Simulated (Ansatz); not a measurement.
# One shape, several levels: AlH2SF (SMILES [F][AlH][SH])

Wanted: a comparison of 6 runs (B3LYP/STO-3G, BLYP/STO-3G, UB3LYP/STO-3G, UPBE0/STO-3G, CCSDTQ/STO-3G, FCI/STO-3G) of AlH2SF. 

The results are computed with Ansatz 0.2.0.

65 further runs of the same task are left out: 1 that didn't finish, 64 set aside as unsound or not needed.

## (1) The molecule

AlH2SF: 5 atoms, total charge 0, spin state singlet. SMILES: `[F][AlH][SH]`. The H5–S3 distance was set to 3.363 Å, away from the relaxed value. At this shape a bond of the SMILES string is far longer than usual.

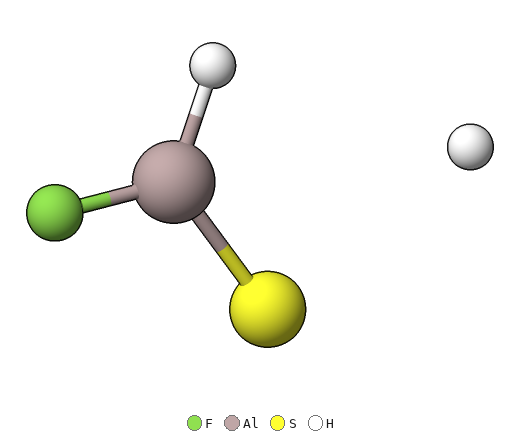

Viewed from a chosen angle; fluorine green, aluminium light grey, sulfur yellow, hydrogen white.

## (2) The energy at B3LYP/STO-3G (run 1)

Contents of input.yaml:

```yaml
crystal:
  periodic: [false, false, false]
  atoms:
    - symbol: F
      position_ang: [-1.257801, -2.999230, 2.265929]
    - symbol: Al
      position_ang: [-0.568201, -1.772530, 1.413229]
    - symbol: S
      position_ang: [1.481799, -1.280830, 1.921929]
    - symbol: H
      position_ang: [-1.395401, -1.033030, 0.303229]
    - symbol: H
      position_ang: [1.572300, 1.158200, -0.392100]
basis:
  gaussian:
    orbitals: STO-3G
accuracy: high
hamiltonian:
  xc: {name: B3LYP}
```

Launch:

```console
$ ansatz run input.yaml --threads 1 --pin off --max-ram 2610MiB --events-out events.jsonl --progress --plain --runs-dir runs
```

Output:

```text
Warning: RAYON_NUM_THREADS=1 ignored (pool sized by the plan → 1); use --threads N
Functional definition: B3LYP
  name "B3LYP"
  parameter a0 = 0.2
  parameter ax = 0.72
  parameter ac = 0.81
  exchange = (1 - a0 - ax)*slater_x + ax*b88_x + a0*exact_x
  correlation = (1 - ac)*vwn_rpa_c + ac*lyp_c
448 factors; integrals over basis functions are off by at most 2.8e-8 eV
mean field evaluation 1: about -19929.5805 eV, gradient 3.1e1 eV
mean field evaluation 2: about -19912.8032 eV, gradient 6.8e1 eV
mean field evaluation 4: about -19924.1859 eV, gradient 3.1e1 eV
mean field evaluation 8: about -19937.2991 eV, gradient 9.9e-2 eV
mean field evaluation 16: about -19934.5073 eV, gradient 1.8e1 eV
mean field -19937.29913368 eV, -732.6822291762 hartree, gradient 1.9e-8 eV, S^2 0.000000; 2 other end points of the search recorded, 0 dependent functions left out
reference -19937.29916362 eV, -732.6822302764 hartree; 20, 20 occupied and 5, 5 virtual orbitals, 448 factors
Total energy: -19937.29916362 eV, -732.6822302764 hartree
```

Wall time 0.6 s (1 thread of AMD EPYC 9R45 (Zen 5), shared host).

## (3) A single-point energy at BLYP/STO-3G (run 2)

Contents of job.yaml:

```yaml
crystal:
  periodic: [false, false, false]
  atoms:
    - {symbol: F, position_ang: [-1.257801, -2.999230, 2.265929]}
    - {symbol: Al, position_ang: [-0.568201, -1.772530, 1.413229]}
    - {symbol: S, position_ang: [1.481799, -1.280830, 1.921929]}
    - {symbol: H, position_ang: [-1.395401, -1.033030, 0.303229]}
    - {symbol: H, position_ang: [1.572300, 1.158200, -0.392100]}
basis:
  gaussian: {orbitals: STO-3G}
total_charge: 0
hamiltonian: {xc: {name: BLYP}}
accuracy: high
```

Launch:

```console
$ ansatz run job.yaml --threads 1 --pin off --max-ram 2610MiB --events-out events.jsonl --progress --plain --runs-dir runs
```

Output:

```text
Warning: RAYON_NUM_THREADS=1 ignored (pool sized by the plan → 1); use --threads N
Functional definition: BLYP
  name "BLYP"
  parameter beta = 0.0042
  parameter a = 0.04918
  parameter b = 0.132
  parameter c = 0.2533
  parameter d = 0.349
  exchange = b88_x(beta = beta)
  correlation = lyp_c(a = a, b = b, c = c, d = d)
448 factors; integrals over basis functions are off by at most 2.8e-8 eV
mean field evaluation 1: about -19924.3681 eV, gradient 3.1e1 eV
mean field evaluation 2: about -19887.5565 eV, gradient 1.2e2 eV
mean field evaluation 4: about -19922.1284 eV, gradient 2.4e1 eV
mean field evaluation 8: about -19935.3723 eV, gradient 1.2e-1 eV
mean field evaluation 16: about -19934.2044 eV, gradient 4.6e0 eV
mean field evaluation 32: about -19934.3453 eV, gradient 9.4e-3 eV
mean field -19935.37238976 eV, -732.6114226430 hartree, gradient 9.2e-9 eV, S^2 0.000000; 3 other end points of the search recorded, 0 dependent functions left out
reference -19935.37243062 eV, -732.6114241445 hartree; 20, 20 occupied and 5, 5 virtual orbitals, 448 factors
Total energy: -19935.37243062 eV, -732.6114241445 hartree
```

It took 0.78 s on 1 thread of AMD EPYC 9R45 (Zen 5), shared host.

## (4) The energy at UB3LYP/STO-3G (run 3)

Contents of run.yaml:

```yaml
crystal:
  periodic: [false, false, false]
  atoms:
    - {symbol: F, position_ang: [-1.257801, -2.999230, 2.265929]}
    - {symbol: Al, position_ang: [-0.568201, -1.772530, 1.413229]}
    - {symbol: S, position_ang: [1.481799, -1.280830, 1.921929]}
    - {symbol: H, position_ang: [-1.395401, -1.033030, 0.303229]}
    - {symbol: H, position_ang: [1.572300, 1.158200, -0.392100]}
basis:
  gaussian: {orbitals: STO-3G}
magnetization: {spin_polarized: true, initial_magnetization: 0}
hamiltonian: {xc: {name: B3LYP}}
accuracy: high
```

Launch:

```console
$ ansatz run run.yaml --threads 1 --pin off --max-ram 2610MiB --events-out events.jsonl --progress --plain --runs-dir runs
```

Output (excerpt; [...] marks lines left out):

```text
Warning: RAYON_NUM_THREADS=1 ignored (pool sized by the plan → 1); use --threads N
[... 7 set-up lines as earlier in the session ...]
448 factors; integrals over basis functions are off by at most 2.8e-8 eV
mean field evaluation 1: about -19929.5805 eV, gradient 2.2e1 eV
mean field evaluation 2: about -19912.8032 eV, gradient 4.8e1 eV
mean field evaluation 4: about -19924.1859 eV, gradient 2.2e1 eV
mean field evaluation 8: about -19937.2991 eV, gradient 7.0e-2 eV
mean field evaluation 16: about -19939.4547 eV, gradient 1.0e-8 eV
mean field evaluation 32: about -19939.4547 eV, gradient 3.5e-4 eV
mean field -19939.45466793 eV, -732.7614435988 hartree, gradient 2.1e-8 eV, S^2 0.993109; 4 other end points of the search recorded, 0 dependent functions left out
reference -19939.45469818 eV, -732.7614447105 hartree; 20, 20 occupied and 5, 5 virtual orbitals, 448 factors
Total energy: -19939.45469818 eV, -732.7614447105 hartree
```

Wall time 1.8 s (1 thread of AMD EPYC 9R45 (Zen 5), shared host); peak memory 0.17 GiB.

Runs 4 to 5 aren't shown in full; the table further down has their settings and results.

## (5) A single-point energy at FCI/STO-3G (run 6)

Contents of molecule.yaml:

```yaml
crystal:
  periodic: [false, false, false]
  atoms:
    - {symbol: F, position_ang: [-1.257801, -2.999230, 2.265929]}
    - {symbol: Al, position_ang: [-0.568201, -1.772530, 1.413229]}
    - {symbol: S, position_ang: [1.481799, -1.280830, 1.921929]}
    - {symbol: H, position_ang: [-1.395401, -1.033030, 0.303229]}
    - {symbol: H, position_ang: [1.572300, 1.158200, -0.392100]}
basis:
  gaussian: {orbitals: STO-3G}
correlation: {method: fci, frozen_orbitals: {Al: 5, F: 1, H: 0, S: 5}}
accuracy: high
```

Launch:

```console
$ ansatz run molecule.yaml --threads 1 --pin off --max-ram 2610MiB --events-out events.jsonl --progress --plain --runs-dir runs
```

Output (excerpt; [...] marks lines left out):

```text
Warning: RAYON_NUM_THREADS=1 ignored (pool sized by the plan → 1); use --threads N
Functional definition: HF
  name "HF"
[...]
448 factors; integrals over basis functions are off by at most 2.8e-8 eV
[...]
mean field -19894.20673590 eV, -731.0986127666 hartree, gradient 4.6e-8 eV, S^2 0.000000; 5 other end points of the search recorded, 0 dependent functions left out; unrestricted orbitals would lower it
[...]
unrestricted determinant -19900.32282896 eV, -731.3233750411 hartree, S^2 1.0016
11 core orbitals not correlated: weight in the atoms' cores, before any rotation towards them, 0.999 or more for the frozen orbitals, at most 0.000 for the correlated occupied ones
reference -19894.20673590 eV, -731.0986127666 hartree; 9, 9 occupied and 5, 5 virtual orbitals, 448 factors
state -19902.28753759 eV, -731.3955767515 hartree
Total energy: -19902.28753759 eV, -731.3955767515 hartree
```

Wall time 14 s (1 thread of AMD EPYC 9R45 (Zen 5), shared host); peak memory 0.38 GiB.

## (6) The series

```tsv
run	level	frozen core orbitals	energy (Eh)	wall time
1	B3LYP/STO-3G	–	-732.682230	0.6 s
2	BLYP/STO-3G	–	-732.611424	0.78 s
3	UB3LYP/STO-3G	–	-732.761445	1.8 s
4	UPBE0/STO-3G	–	-732.441871	1.8 s
5	CCSDTQ/STO-3G	11	-731.395597	8.1 s
6	FCI/STO-3G	11	-731.395577	14 s
```

## (7) Outcome

```
                                           quantity          value
                                run 6: total energy  -731.39558 Eh
run 6: correlation energy (11 core orbitals frozen)     -297.0 mEh
```

**Reading.** Against full CI in this basis: CCSDTQ -0.0 mEh. Totals of different functionals can't be ranked against each other. In run 5 the log says that unrestricted orbitals would lower the reference, so the values rest on an unstable closed-shell determinant (other closed-shell runs at this shape may share the fault). In runs 1, 2, 3, 4, 5, 6 the basis is minimal, so the values are rough. Spin contamination of the reference: run 4 ⟨S²⟩ = 1.00, run 3 ⟨S²⟩ = 0.99. Where it is this large, the reference is a mixture of spin states, and values that rest on it are in doubt. All runs together took 27 s, the longest 14 s.
